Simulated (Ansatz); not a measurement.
## Mg3NbBi, from a guessed structure to a relaxed one

This structure for Mg3NbBi is made up. Its elements were placed in a known structure type with a cell scaled to their sizes. What cell does the guess relax to, and how far off was it?

Main program and level: Ansatz 0.2.0; DFT, PBE, plane-wave PAW, files of the set soft_1, scalar-relativistic, no spin, cell and ions relaxed at zero pressure; PAW set soft_1, in the first sound run; inputs show where later runs differ.

## (1) Starting point

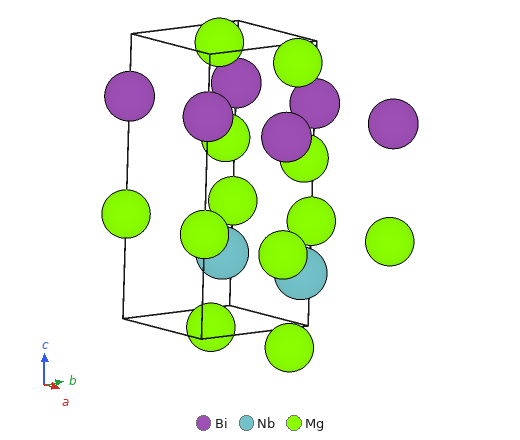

The cell as given, slightly off an axis (bismuth purple, niobium teal, magnesium green). 2×1×1 cells are drawn. Some periodic images of atoms are drawn too.

## (2) Relaxation of the guess

The guessed cell has no reason to be at equilibrium. It is relaxed with the atoms, within the space group of the guess.

File input.yaml:

```yaml
crystal:
  lattice:
    - [4.539, 0.0, 0.0]
    - [-2.2695, 3.930889308, 0.0]
    - [0.0, 0.0, 6.996]
  atoms:
    - { symbol: Bi, position: [0.0, 0.0, 0.7808] }
    - { symbol: Nb, position: [0.333333333, 0.666666667, 0.2244] }
    - { symbol: Mg, position: [0.333333333, 0.666666667, 0.629] }
    - { symbol: Mg, position: [0.0, 0.0, 0.3674] }
    - { symbol: Mg, position: [0.666666667, 0.333333333, 0.0024] }
kpoints:
  mp_grid: { grid: [7, 7, 4] }
scf:
  occupations: { method: fermi_dirac, width: 0.05 }
hamiltonian:
  xc: pbe
  pseudopotentials: { kind: paw, azcp: { folder: soft_1 } }
relax:
  f_tol: 0.015
  max_steps: 70
  cell: {}
output:
  forces: true
  stress: true
```

On the command line:

```console
> ansatz run input.yaml --threads 4 --pin off --max-ram 8192MiB --backend cpu --events-out ev --progress --plain --runs-dir out
```

Numbers of over 12 decimals in the logs are rounded to 6 here.

Log:

```text
Engine: ansatz 0.2.0, aarch64-unknown-linux-gnu
Pseudopotentials: kind: paw
Pseudopotential: Bi, paw, valence charge 15, recommended cutoff 420 eV (normal), soft_1/Bi.paw.azcp
Pseudopotential: Nb, paw, valence charge 13, recommended cutoff 420 eV (normal), soft_1/Nb.paw.azcp
Pseudopotential: Mg, paw, valence charge 10, recommended cutoff 420 eV (normal), soft_1/Mg.paw.azcp
Functional definition: PBE
  parameter kappa = 0.804
  parameter beta = 0.066725
  exchange = pbe_x(kappa = kappa, mu = beta*pi^2/3)
  correlation = pbe_c(beta = beta)
Crystal: 5 atoms, lattice volume = 124.825 Å³
Basis set: ecut = 420 eV, 2429 PW (Γ), exchange–correlation on 64×64×96 points (8 copies of the dense FFT grid, shifted against one another)
Bands: 35, of which v1, the nominal top of the filled ones, is band 29 counted from 1 (28 counted from 0)
Symmetry: 6 space group operations
Space group: P3m1 (ITA 156), of the structure as read, at distance tolerance 5.0e-5 Å
k-points: 28 of 196 (time reversal used)
Non-local potential: Bi, projectors of the file, l = 0: 2, l = 1: 2, l = 2: 2, l = 3: 1
Non-local potential: Nb, projectors of the file, l = 0: 3, l = 1: 2, l = 2: 2, l = 3: 1
Non-local potential: Mg, projectors of the file, l = 0: 3, l = 1: 2, l = 2: 1
PAW form: soft (Blöchl's): semilocal exchange-correlation on the pseudo side does not see the compensation charge
PAW one-centre angular grid: Bi, 590 points (default); XC on 64 Gauss nodes
PAW one-centre angular grid: Nb, 590 points (default); XC on 64 Gauss nodes
PAW one-centre angular grid: Mg, 110 points (default); XC on 64 Gauss nodes
Initial density: superposition of atomic densities (chi_scale 0.1, normalization cell, long waves kept (reshape's long-wave potential 0.08 eV rms))
Initial wavefunctions: pseudopotential atomic-orbital guess
Functional: x = pbe(κ = 0.804, μ = 0.219515), c = pbe(β = 0.066725)
SCF iter   1: F=—  HF=-22721.566076 eV  |F-HF|=—  |Δ(HF+E_count)|=         —  Δρ=4.06e-2  dr2=9.11e0  ethr=3.10e-3  ⟨swp⟩=6.6  Hψ=4395  notcnv=0
preconditioner: auto → Kerker (q_TF=auto, 2.401 Å⁻¹)  [metal: Δε(μ)=0.022 eV  Ē_g=4.770 eV  σ=0.050 eV  W_gap=0.11  n_scr=22 (ndim 8)  ℏωp=13.3 eV  f_vac=0.000  D(μ)=3.09/eV (n_scr^D=22)]
SCF iter   2: F=—  HF=-22720.469233 eV  |F-HF|=—  |Δ(HF+E_count)|=    1.10e0  Δρ=2.45e-2  dr2=3.84e0  ethr=3.10e-3  ⟨swp⟩=3.1  Hψ=1687  notcnv=0
SCF iter   3: F=—  HF=-22719.789458 eV  |F-HF|=—  |Δ(HF+E_count)|=   6.80e-1  Δρ=5.56e-3  dr2=2.56e-1  ethr=3.10e-3  ⟨swp⟩=3.1  Hψ=1529  notcnv=0
SCF iter   4: F=—  HF=-22719.751263 eV  |F-HF|=—  |Δ(HF+E_count)|=   3.82e-2  Δρ=2.73e-3  dr2=3.50e-2  ethr=4.41e-4  ⟨swp⟩=2.6  Hψ=1370  notcnv=0
SCF iter   5: F=—  HF=-22719.744305 eV  |F-HF|=—  |Δ(HF+E_count)|=   6.96e-3  Δρ=7.20e-4  dr2=1.40e-3  ethr=6.03e-5  ⟨swp⟩=2.4  Hψ=1374  notcnv=0
SCF iter   6: F=—  HF=-22719.744201 eV  |F-HF|=—  |Δ(HF+E_count)|=   1.04e-4  Δρ=2.23e-4  dr2=1.06e-4  ethr=2.41e-6  ⟨swp⟩=2.0  Hψ=1456  notcnv=0
SCF iter   7: F=—  HF=-22719.744225 eV  |F-HF|=—  |Δ(HF+E_count)|=   2.34e-5  Δρ=8.85e-5  dr2=1.53e-5  ethr=1.83e-7  ⟨swp⟩=2.0  Hψ=1725  notcnv=0
SCF iter   8: F=—  HF=-22719.744227 eV  |F-HF|=—  |Δ(HF+E_count)|=   1.96e-6  Δρ=2.67e-5  dr2=1.61e-6  ethr=2.65e-8  ⟨swp⟩=2.0  Hψ=1727  notcnv=0
SCF iter   9: F=-22719.744227 eV  HF=-22719.744227 eV  |F-HF|=1.23e-8  |Δ(HF+E_count)|=   2.86e-7  Δρ=7.51e-6  dr2=9.21e-8  ethr=1.72e-10  ⟨swp⟩=3.1  Hψ=4244  notcnv=0
SCF 1 converged in 9 iterations: F = -22719.744227 eV  dr2 = 9.21e-8
  greatest PAW one-centre occupation: 1.000 electrons in one spin orbital (limit 2), on the Mg atom at site 3 (counted from 0), in its partial waves of l = 0
relax step   1: F+E_penalty+E_count = -22719.74422682 eV  Δ(F+E_penalty+E_count) = +0.000e0 eV  max|allowed force component| = 2.052e0 eV/Å  Δτ_max = 0.0000 Å  P = +2.510 GPa  Ω = 124.825 Å³  (9 SCF iters, dr2 threshold 1.00e-7 eV, accepted)
Crystal: 5 atoms, lattice volume = 126.950 Å³
Basis set: ecut = 420 eV, 2477 PW (Γ), exchange–correlation on 64×64×96 points (8 copies of the dense FFT grid, shifted against one another)
Initial density: handed on by an earlier stage of this run
Initial wavefunctions: those handed on with the density
iter 1 solved again at ethr=2.53e-4 eV; its pass at ethr=3.10e-3 eV (dr2=1.47e-1 eV) is discarded
SCF iter   1: F=—  HF=-22720.374847 eV  |F-HF|=—  |Δ(HF+E_count)|=         —  Δρ=1.34e-2  dr2=1.48e-1  ethr=2.53e-4  ⟨swp⟩=1.0  Hψ=4827  notcnv=0
preconditioner: auto → LDOS  [metal: Δε(μ)=0.030 eV  Ē_g=4.901 eV  σ=0.050 eV  W_gap=0.15  n_scr=34 (ndim 8)  ℏωp=13.2 eV  f_vac=0.011  D(μ)=2.39/eV (n_scr^D=22)  β→1.0]
SCF iter   2: F=—  HF=-22720.370994 eV  |F-HF|=—  |Δ(HF+E_count)|=   3.85e-3  Δρ=3.60e-3  dr2=2.19e-2  ethr=2.53e-4  ⟨swp⟩=2.6  Hψ=1681  notcnv=0
preconditioner: auto → Kerker (q_TF=auto, 2.394 Å⁻¹)  [metal: Δε(μ)=0.028 eV  Ē_g=4.910 eV  σ=0.050 eV  W_gap=0.14  n_scr=34 (ndim 8)  ℏωp=13.2 eV  f_vac=0.010  D(μ)=2.53/eV (n_scr^D=22)  β→0.5]
SCF iter   3: F=—  HF=-22720.364418 eV  |F-HF|=—  |Δ(HF+E_count)|=   6.58e-3  Δρ=1.34e-3  dr2=2.08e-3  ethr=3.77e-5  ⟨swp⟩=2.0  Hψ=1577  notcnv=0
SCF iter   4: F=—  HF=-22720.364533 eV  |F-HF|=—  |Δ(HF+E_count)|=   1.16e-4  Δρ=4.09e-4  dr2=2.95e-4  ethr=3.59e-6  ⟨swp⟩=2.0  Hψ=1357  notcnv=0
SCF iter   5: F=—  HF=-22720.364562 eV  |F-HF|=—  |Δ(HF+E_count)|=   2.82e-5  Δρ=9.95e-5  dr2=4.16e-5  ethr=5.09e-7  ⟨swp⟩=2.0  Hψ=1365  notcnv=0
SCF iter   6: F=—  HF=-22720.364559 eV  |F-HF|=—  |Δ(HF+E_count)|=   2.76e-6  Δρ=3.07e-5  dr2=3.51e-6  ethr=7.17e-8  ⟨swp⟩=2.0  Hψ=1137  notcnv=0
SCF iter   7: F=-22720.364559 eV  HF=-22720.364559 eV  |F-HF|=3.74e-8  |Δ(HF+E_count)|=   1.54e-7  Δρ=1.15e-5  dr2=3.68e-7  ethr=8.62e-10  ⟨swp⟩=5.0  Hψ=3721  notcnv=0
SCF 2 converged in 7 iterations: F = -22720.364559 eV  dr2 = 3.68e-7
relax step   2: F+E_penalty+E_count = -22720.36455887 eV  Δ(F+E_penalty+E_count) = -6.203e-1 eV  max|allowed force component| = 1.201e0 eV/Å  Δτ_max = 0.1969 Å  P = +0.001 GPa  Ω = 126.950 Å³  energy of the carried Pulay correction = -1.339e-4 eV  (7 SCF iters, dr2 threshold 5.00e-7 eV, accepted)
Crystal: 5 atoms, lattice volume = 125.223 Å³
Basis set: ecut = 420 eV, 2441 PW (Γ), exchange–correlation on 64×64×96 points (8 copies of the dense FFT grid, shifted against one another)
iter 1 solved again at ethr=4.43e-4 eV; its pass at ethr=3.10e-3 eV (dr2=2.57e-1 eV) is discarded
SCF iter   1: F=—  HF=-22720.829651 eV  |F-HF|=—  |Δ(HF+E_count)|=         —  Δρ=1.27e-2  dr2=2.54e-1  ethr=4.43e-4  ⟨swp⟩=1.0  Hψ=5243  notcnv=0
[...]
relax step   5: F+E_penalty+E_count = -22721.25741175 eV  Δ(F+E_penalty+E_count) = -1.343e-1 eV  max|allowed force component| = 5.028e-1 eV/Å  Δτ_max = 0.1972 Å  P = +0.473 GPa  Ω = 123.967 Å³  energy of the carried Pulay correction = +5.471e-5 eV  (7 SCF iters, dr2 threshold 5.00e-7 eV, accepted)
relax step   6: F+E_penalty+E_count = -22721.35034396 eV  Δ(F+E_penalty+E_count) = -9.293e-2 eV  max|allowed force component| = 3.498e-1 eV/Å  Δτ_max = 0.1948 Å  P = -0.257 GPa  Ω = 124.348 Å³  energy of the carried Pulay correction = +3.038e-5 eV  (6 SCF iters, dr2 threshold 5.00e-7 eV, accepted)
relax step   7: F+E_penalty+E_count = -22721.44248723 eV  Δ(F+E_penalty+E_count) = -9.214e-2 eV  max|allowed force component| = 4.786e-1 eV/Å  Δτ_max = 0.1951 Å  P = -0.208 GPa  Ω = 123.530 Å³  energy of the carried Pulay correction = +8.268e-5 eV  (7 SCF iters, dr2 threshold 5.00e-7 eV, accepted)
relax step   8: F+E_penalty+E_count = -22721.56190329 eV  Δ(F+E_penalty+E_count) = -1.194e-1 eV  max|allowed force component| = 5.772e-1 eV/Å  Δτ_max = 0.1951 Å  P = -0.278 GPa  Ω = 122.877 Å³  energy of the carried Pulay correction = +1.247e-4 eV  (7 SCF iters, dr2 threshold 5.00e-7 eV, accepted)
relax step   9: F+E_penalty+E_count = -22721.70903296 eV  Δ(F+E_penalty+E_count) = -1.471e-1 eV  max|allowed force component| = 5.556e-1 eV/Å  Δτ_max = 0.1947 Å  P = -0.416 GPa  Ω = 122.196 Å³  energy of the carried Pulay correction = +1.689e-4 eV  (6 SCF iters, dr2 threshold 5.00e-7 eV, accepted)
relax step  10: F+E_penalty+E_count = -22721.82852485 eV  Δ(F+E_penalty+E_count) = -1.195e-1 eV  max|allowed force component| = 3.666e-1 eV/Å  Δτ_max = 0.1950 Å  P = -0.167 GPa  Ω = 120.782 Å³  energy of the carried Pulay correction = +2.611e-4 eV  (6 SCF iters, dr2 threshold 5.00e-7 eV, accepted)
relax step  11: F+E_penalty+E_count = -22721.87498902 eV  Δ(F+E_penalty+E_count) = -4.646e-2 eV  max|allowed force component| = 1.366e-1 eV/Å  Δτ_max = 0.2000 Å  P = -0.005 GPa  Ω = 119.744 Å³  energy of the carried Pulay correction = +3.295e-4 eV  (6 SCF iters, dr2 threshold 5.00e-7 eV, accepted)
relax step  12: F+E_penalty+E_count = -22721.87678087 eV  Δ(F+E_penalty+E_count) = -1.792e-3 eV  max|allowed force component| = 2.114e-1 eV/Å  Δτ_max = 0.0724 Å  P = +0.056 GPa  Ω = 119.420 Å³  energy of the carried Pulay correction = +3.510e-4 eV  (6 SCF iters, dr2 threshold 5.00e-7 eV, accepted)
relax step  13: F+E_penalty+E_count = -22721.88185741 eV  Δ(F+E_penalty+E_count) = -5.077e-3 eV  max|allowed force component| = 8.075e-3 eV/Å  Δτ_max = 0.0301 Å  P = -0.039 GPa  Ω = 119.644 Å³  energy of the carried Pulay correction = +3.362e-4 eV  (5 SCF iters, dr2 threshold 5.00e-7 eV, accepted)
relax step  14: F+E_penalty+E_count = -22721.88190334 eV  Δ(F+E_penalty+E_count) = -4.593e-5 eV  max|allowed force component| = 3.993e-3 eV/Å  Δτ_max = 0.0019 Å  P = +0.034 GPa  Ω = 119.508 Å³  energy of the carried Pulay correction = +3.452e-4 eV  (4 SCF iters, dr2 threshold 3.13e-8 eV, accepted)
relax step  15: F+E_penalty+E_count = -22721.88191287 eV  Δ(F+E_penalty+E_count) = -9.530e-6 eV  max|allowed force component| = 1.401e-4 eV/Å  Δτ_max = 0.0003 Å  P = -0.001 GPa  Ω = 119.579 Å³  energy of the carried Pulay correction = +3.405e-4 eV  (4 SCF iters, dr2 threshold 1.11e-8 eV, accepted)
Basis set: ecut = 420 eV, 2295 PW (Γ), exchange–correlation on 64×64×90 points (8 copies of the dense FFT grid, shifted against one another)
Initial wavefunctions: pseudopotential atomic-orbital guess (no wavefunctions were taken with the density)
iter 1 solved again at ethr=4.49e-8 eV; its pass at ethr=3.10e-3 eV (dr2=2.61e-5 eV) is discarded
SCF iter   1: F=—  HF=-22721.880468 eV  |F-HF|=—  |Δ(HF+E_count)|=         —  Δρ=3.51e-4  dr2=4.07e-6  ethr=4.49e-8  ⟨swp⟩=3.2  Hψ=7000  notcnv=0
SCF iter   2: F=—  HF=-22721.881771 eV  |F-HF|=—  |Δ(HF+E_count)|=   1.30e-3  Δρ=1.65e-5  dr2=5.58e-7  ethr=7.02e-9  ⟨swp⟩=2.0  Hψ=1754  notcnv=0
SCF iter   3: F=—  HF=-22721.881771 eV  |F-HF|=—  |Δ(HF+E_count)|=   1.61e-7  Δρ=6.73e-6  dr2=6.02e-8  ethr=9.61e-10  ⟨swp⟩=2.0  Hψ=1765  notcnv=0
SCF iter   4: F=—  HF=-22721.881771 eV  |F-HF|=—  |Δ(HF+E_count)|=   8.06e-8  Δρ=2.48e-6  dr2=1.17e-8  ethr=1.04e-10  ⟨swp⟩=2.0  Hψ=1737  notcnv=0
SCF iter   5: F=—  HF=-22721.881771 eV  |F-HF|=—  |Δ(HF+E_count)|=  5.24e-10  Δρ=7.73e-7  dr2=1.10e-9  ethr=2.02e-11  ⟨swp⟩=2.0  Hψ=1374  notcnv=0
SCF iter   6: F=-22721.881771 eV  HF=-22721.881771 eV  |F-HF|=1.46e-11  |Δ(HF+E_count)|=  1.75e-10  Δρ=1.52e-7  dr2=4.63e-11  ethr=1.00e-12  ⟨swp⟩=3.2  Hψ=4454  notcnv=0
SCF 16 converged in 6 iterations: F = -22721.881771 eV  dr2 = 4.63e-11
relax step  16: F+E_penalty+E_count = -22721.88177091 eV  Δ(F+E_penalty+E_count) = +1.420e-4 eV  max|allowed force component| = 1.525e-4 eV/Å  Δτ_max = 0.0000 Å  P = +0.000 GPa  Ω = 119.579 Å³  stress off target by 4.72e-3 GPa  SCF on the basis re-selected at this cell (its energy is not comparable with the rows above)  (6 SCF iters)
basis re-selected at this cell: Δ(F+E_penalty+E_count) = +1.420e-4 eV, ΔP = +0.001 GPa vs the last step (what re-selecting the basis moved, of the pressure what is left beyond the Pulay correction that the steps carried, after the strain that the cell walked since its last selection, with what the two solves' SCF thresholds leave and, on support functions, any second-order correction that the steps lacked; it is no measure of the basis error at this ecutwfc). The dense FFT grid was sized anew with the basis: this SCF ran on 32×32×45 points, the steps before it on 32×32×48, so part of this shift can come from that change (see relax.cell in the input reference). [rest of the remark cut]
SCF converged after 6 iterations
Free energy (F): -22721.881771 eV
Harris-Foulkes:  -22721.881771 eV  (|F-HF|=1.46e-11)
Internal energy: -22721.858989 eV  (E = F + TS)
E sigma→0 (E₀):  -22721.870380 eV
Entropy (-TS):   -0.022782 eV (-4.556 meV/atom)
Fermi energy:    8.779824 eV
--- Per-component energies (eV) ---
  E_band       = -1280.305129
  E_kinetic    = 833.375454
  E_local      = -7428.734496  (includes V_loc(G=0)·N_el)
  E_nonlocal   = 1091.091594
  E_hartree    = 2599.022135
  E_xc         = -392.929110
  E_vxc        = -429.520354  (∫ρ·V_xc dr)
  E_paw        = -14650.399750  (= ΣΔE_a)
  E_vpaw       = -544.561668  (= ΣTr[D̂ρ^β])
  E_aug_tail   = -0.000199  (compensation charges beyond the density's cutoff)
  E_ewald      = -4773.284617
  E_smearing   = -0.022782  (= −TS)
  E_closure    = 0.000000  (closes the sum)
  Σ components = -22721.881771   (vs F -22721.881771, Δ=0.00e0)
--- Forces (eV/Å), atoms counted from 1 ---
  atom   1  Bi     0.00000000    -0.00000000    -0.00015252
  atom   2  Nb     0.00000000    -0.00000000     0.00003215
  atom   3  Mg     0.00000000    -0.00000000    -0.00003313
  atom   4  Mg     0.00000000    -0.00000000     0.00014856
  atom   5  Mg    -0.00000000     0.00000000     0.00000495
  max |Σ_I F_I| component: 2.22e-9 eV/Å
--- Stress (GPa, compression-positive) ---
        0.002603       0.000000      -0.000000
        0.000000       0.002603       0.000000
       -0.000000       0.000000      -0.004725
  P = ⅓ Tr σ = 0.0002 GPa (0.002 kbar)
--- Relaxed structure (15 steps of the walk, 15 accepted, 1 SCFs on fresh bases) ---
  F+E_penalty+E_count = -22721.88177091 eV   max|allowed force component| = 1.525e-4 eV/Å   (the final SCF, on the basis selected at the relaxed cell)
  cell:  # Å, volume = 119.5785 Å³
    - [4.747057, 0, -4.557586382058616e-17]
    - [-2.373528, 4.111072, 1.1393965955146542e-17]
    - [-7.024647351394573e-17, -2.0278410196449245e-17, 6.127365]
  atoms:
    - { symbol: Bi, position: [1.8400103122970733e-17, -4.259025030865471e-18, 0.828511] }
    - { symbol: Nb, position: [0.333333, 0.666667, 0.064773] }
    - { symbol: Mg, position: [0.333333, 0.666667, 0.551189] }
    - { symbol: Mg, position: [-3.994032450142417e-18, -1.0657349480326368e-17, 0.317967] }
    - { symbol: Mg, position: [0.666667, 0.333333, 0.241559] }
```

Wall time 49 s (4 threads of Arm Neoverse V1, shared host); peak memory 0.46 GiB.

Relaxation path:

| step | energy less that of the first step (eV) | largest force component (eV/Å) | pressure (GPa) | volume (Å³) |
| --- | --- | --- | --- | --- |
| 1 | 0.0000 | 2.0516 | 2.51 | 124.82 |
| 2 | -0.6203 | 1.2014 | 0.00 | 126.95 |
| 3 | -1.0580 | 0.7088 | -0.24 | 125.22 |
| 4 | -1.3788 | 0.3587 | 0.68 | 123.17 |
| 5 | -1.5132 | 0.5028 | 0.47 | 123.97 |
| 6 | -1.6061 | 0.3498 | -0.26 | 124.35 |
| 7 | -1.6983 | 0.4786 | -0.21 | 123.53 |
| 8 | -1.8177 | 0.5772 | -0.28 | 122.88 |
| 9 | -1.9648 | 0.5556 | -0.42 | 122.20 |
| 10 | -2.0843 | 0.3666 | -0.17 | 120.78 |
| 11 | -2.1308 | 0.1366 | -0.01 | 119.74 |
| 12 | -2.1326 | 0.2114 | 0.06 | 119.42 |
| 13 | -2.1376 | 0.0081 | -0.04 | 119.64 |
| 14 | -2.1377 | 0.0040 | 0.03 | 119.51 |
| 15 | -2.1377 | 0.0001 | 0.00 | 119.58 |
| 16* | -2.1375 | 0.0002 | 0.00 | 119.58 |

Relaxation steps marked * repeat the geometry before them on a plane-wave basis chosen anew for their cell, so energy and pressure can jump there.

The run keeps the 6 symmetry operations that it works with, so distortions that break them were not tested.

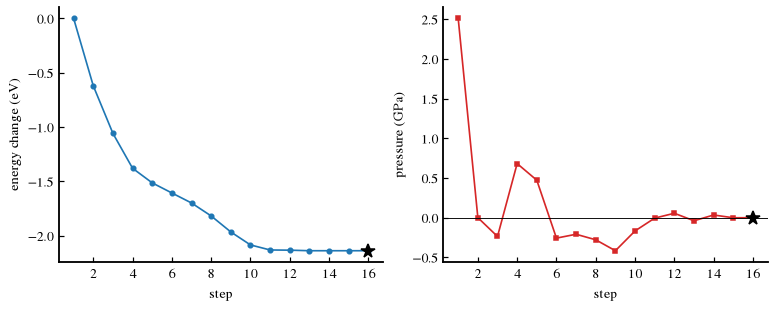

Energy and pressure along the relaxation. Stars mark steps on a basis chosen anew.

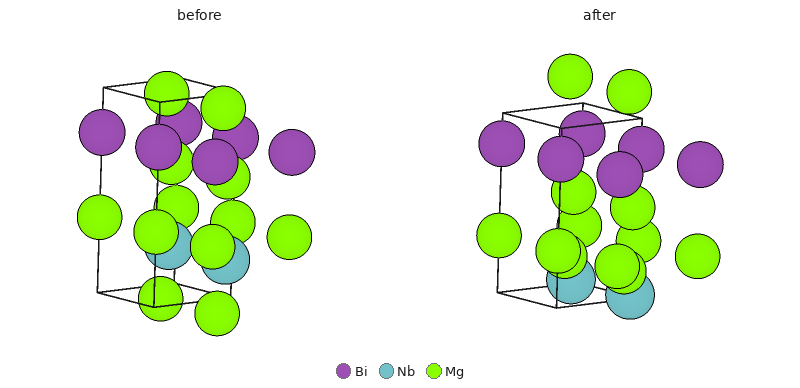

Before and after, at one scale.

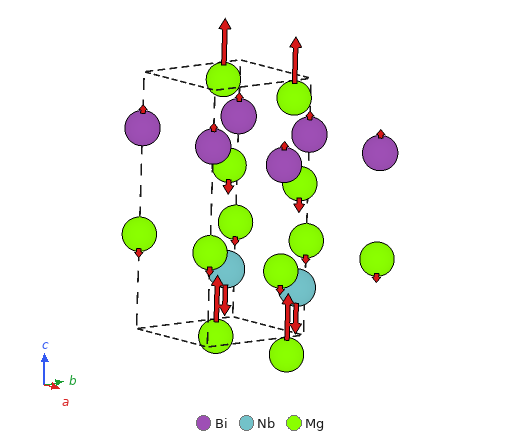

Displacements in the relaxation, scaled, measured against the changing cell; the longest in the cell stands for 1.47 Å. 2×1×1 cells are drawn. Some periodic images of atoms are drawn too.

| cell as run | before | after | change |
| --- | --- | --- | --- |
| a (Å) | 4.539 | 4.747 | +4.6 % |
| b (Å) | 4.539 | 4.747 | +4.6 % |
| c (Å) | 6.996 | 6.127 | -12.4 % |
| volume (Å³/atom) | 24.96 | 23.92 | -4.2 % |

The atoms that moved most (Å, as changes of fractional coordinates times the final cell):

| atom | dx | dy | dz | length |
| --- | --- | --- | --- | --- |
| Mg5 | 0.000 | 0.000 | 1.465 | 1.465 |
| Nb2 | 0.000 | 0.000 | -0.978 | 0.978 |
| Mg3 | 0.000 | 0.000 | -0.477 | 0.477 |
| Mg4 | 0.000 | 0.000 | -0.303 | 0.303 |
| Bi1 | 0.000 | 0.000 | 0.292 | 0.292 |

This step gave:

| Property | Result |
| --- | --- |
| free energy | -22721.8818 eV |
| energy at zero smearing | -22721.8704 eV |
| smearing term TS | 0.02278 eV |
| Fermi energy | 8.780 eV |
| electrons | 58 |
| symmetry operations | 6 |
| pressure | 1.61e-4 GPa |

Shortest distances by pair of elements, guess and relaxed (not always the same contact):

| pair | guess (Å) | relaxed (Å) |
| --- | --- | --- |
| Mg–Mg | 3.196 | 2.780 |
| Mg–Nb | 2.805 | 2.947 |
| Bi–Mg | 2.828 | 2.999 |
| Bi–Nb | 4.062 | 3.100 |
| Bi–Bi | 4.539 | 4.747 |

The relaxation ends with a largest force component of 1.5e-4 eV/Å and a pressure of 0.00 GPa.

[end of part 1 of 2]

[Logs are printed without paths, hosts, clocks, repeated set-up lines and the standing remarks that a program may print on its own settings, such as how far it seeks lower states.]

[Hosts, paths, dates, database ids (printed as entryN), source tags and the programs' standing remarks are cut or masked in the printed files.]
